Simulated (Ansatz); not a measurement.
**TiH₂ (singlet): trial inputs and their diagnosis at scale of all distances = 1.291**

3 inputs are run for TiH₂ (singlet) as typed; the log has to tell whether the result can be used and what must change.

The runs use Ansatz 0.2.0, Gaussian basis; the settings change from run to run.

15 further runs of the same task are left out: 4 for a known fault of the program, 10 that didn't finish, 1 set aside as unsound or not needed.

## (1) What is computed

The geometry derives from a PBE0/def2-TZVP stationary point (not a proven minimum). All distances are scaled together.

3 atoms, charge 0, spin multiplicity 1.

Atoms are counted from 1 here; the program's logs count them from 0.

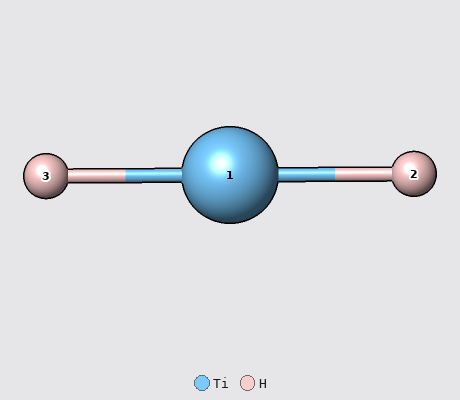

The geometry (titanium blue, hydrogen pink); atoms are numbered from 1 in the order of the file.

Coordinates:

```
Ti    0.0000    0.0000    0.0000
H     0.0000    0.0000   -2.3850
H     0.0000    0.0000    2.3850
```

## (2) Attempt 1

The input, in.yaml:

```yaml
crystal:
  periodic: [false, false, false]
  atoms:
    - {symbol: Ti, position_ang: [0.300000, 0.300000, -2.084993]}
    - {symbol: H, position_ang: [0.000000, 0.000000, -2.384993]}
    - {symbol: H, position_ang: [0.000000, 0.000000, 2.384993]}
basis:
  gaussian: {orbitals: STO-3G}
correlation: {active_space: {window: {electrons: 2, orbitals: 7}, fixed_orbitals: true, states: [{multiplicity: 1, weights: [1, 0.5, 0.5]}]}}
output: {forces: true}
```

Command:

```bash
ansatz run in.yaml --threads 1 --pin off --events-out ev --progress --plain --max-ram 2393MiB
```

The program printed:

```text
Functional definition: HF
  name "HF"
  cite "Fock, Z. Phys. 61, 126 (1930) doi:10.1007/BF01340294"
  parent pbe
  exchange = exact_x
  correlation = 0
375 factors; integrals over basis functions are off by at most 1.5e-7 eV
mean field evaluation 1: about -22778.1545 eV, gradient 2.0e1 eV
mean field evaluation 2: about -22778.1554 eV, gradient 2.0e1 eV
mean field evaluation 4: about -22778.8499 eV, gradient 1.1e1 eV
mean field evaluation 8: about -22778.8727 eV, gradient 1.0e1 eV
mean field evaluation 16: about -22782.5123 eV, gradient 2.0e-2 eV
mean field evaluation 32: about -22779.0274 eV, gradient 4.2e-4 eV
mean field evaluation 64: about -22782.3343 eV, gradient 4.8e0 eV
mean field evaluation 96: about -22782.4837 eV, gradient 8.2e-1 eV
mean field evaluation 128: about -22782.5122 eV, gradient 7.3e-2 eV
mean field evaluation 160: about -22782.2450 eV, gradient 3.6e0 eV
mean field evaluation 192: about -22782.5046 eV, gradient 1.2e-1 eV
mean field -22782.51237530 eV, -837.2418872506 hartree, gradient 1.1e-6 eV, S^2 0.000000; 16 other end points of the search recorded, 0 dependent functions left out
reference -22782.51237530 eV, -837.2418872506 hartree; 12, 12 occupied and 8, 8 virtual orbitals, 375 factors
state -22788.67019113 eV, -837.4681828084 hartree
state -22788.48744809 eV, -837.4614671258 hartree
state -22788.17705468 eV, -837.4500603782 hartree
the calculation of the forces begins
Total energy: -22788.50122126 eV, -837.4619732802 hartree
Atom 0 at     0.300000     0.300000    -2.084993 Å, force   253.034615   253.034615   252.436238 eV/Å
Atom 1 at     0.000000     0.000000    -2.384993 Å, force  -252.996981  -252.996981  -252.899611 eV/Å
Atom 2 at     0.000000     0.000000     2.384993 Å, force    -0.037634    -0.037634     0.463373 eV/Å
Dipole moment:     0.122744     0.122744     0.289235 e Å
```

Run time: 0.76 s. Hardware: 1 thread of Arm Neoverse V1, shared host.

Diagnosis: The run converged, which proves nothing about the input. One atom lies on top of another. The shortest distance is 0.52 Å, against 2.38 Å in the geometry of step 1. Its energy belongs to another geometry. Fix: restore its position.

## (3) Attempt 2

The input, in.yaml:

```yaml
crystal:
  periodic: [false, false, false]
  atoms:
    - {symbol: Ti, position_ang: [0.300000, 0.000000, -2.384993]}
    - {symbol: H, position_ang: [0.000000, 0.000000, -2.384993]}
    - {symbol: H, position_ang: [0.000000, 0.000000, 2.384993]}
basis:
  gaussian: {orbitals: STO-3G}
correlation: {active_space: {ras: {orbitals: [3, 0, 8], electrons: 6, max_holes: 4, max_particles: 4}, fixed_orbitals: true}}
scf: {lower_state_search: full}
```

Launched as before.

The program printed (excerpt; [...] marks lines left out):

```text
Functional definition: HF
  name "HF"
  cite "Fock, Z. Phys. 61, 126 (1930) doi:10.1007/BF01340294"
  parent pbe
[...]
253 factors; integrals over basis functions are off by at most 1.5e-4 eV
[...]
a density is far from that of the atoms, so the factors are made again for it
276 factors; integrals over basis functions are off by at most 3.3e-6 eV
[...]
mean field -22569.60177190 eV, -829.4175668917 hartree, gradient 2.7e-6 eV, S^2 0.000000; 16 other end points of the search recorded, 0 dependent functions left out
reference -22569.60177190 eV, -829.4175668917 hartree; 12, 12 occupied and 8, 8 virtual orbitals, 276 factors
state -22578.33358894 eV, -829.7384552494 hartree
Total energy: -22578.33358894 eV, -829.7384552494 hartree
```

It took 1.4 s on 1 thread of Arm Neoverse V1, shared host.

Diagnosis: The run converged, which proves nothing about the input. One atom lies on top of another. The shortest distance is 0.30 Å, against 2.38 Å in the geometry of step 1. Its energy belongs to another geometry. To mend it, restore its position.

## (4) Attempt 3

The input, in.yaml:

```yaml
crystal:
  periodic: [false, false, false]
  atoms:
    - {symbol: Ti, position_ang: [0.000000, 0.000000, 0.000000]}
    - {symbol: H, position_ang: [0.000000, 0.000000, -2.384993]}
    - {symbol: H, position_ang: [0.000000, 0.000000, 2.384993]}
basis:
  gaussian: {orbitals: x2c-TZVPPall}
correlation: {active_space: {window: {electrons: 2, orbitals: 2}, states: [{multiplicity: 1, weights: []}]}}
accuracy: high
```

Same command.

The program printed:

```text
Error: set 0 has no weights, but each of its states needs one positive weight
```

Wall time 0.03 s (1 thread of Arm Neoverse V1, shared host).

Diagnosis: The run was refused. The list of states asked for (weights, spin or count) can't be met. Fix: mend what the message names.

## (5) Summary

```csv
attempt,level,ended,cause,time
1,"CASCI(2,7)/STO-3G",converged,one atom lies on top of another,0.76 s
2,CISDTQ/STO-3G,converged,one atom lies on top of another,1.4 s
3,"CASSCF(2,2)/x2c-TZVPPall",refused,"the list of states asked for (weights, spin or count) can't be met",0.03 s
```

2 converged, 1 refused. The input that converges on a wrong geometry or spin is the dangerous one: no error points at it, so geometry and ⟨S²⟩ have to be checked.
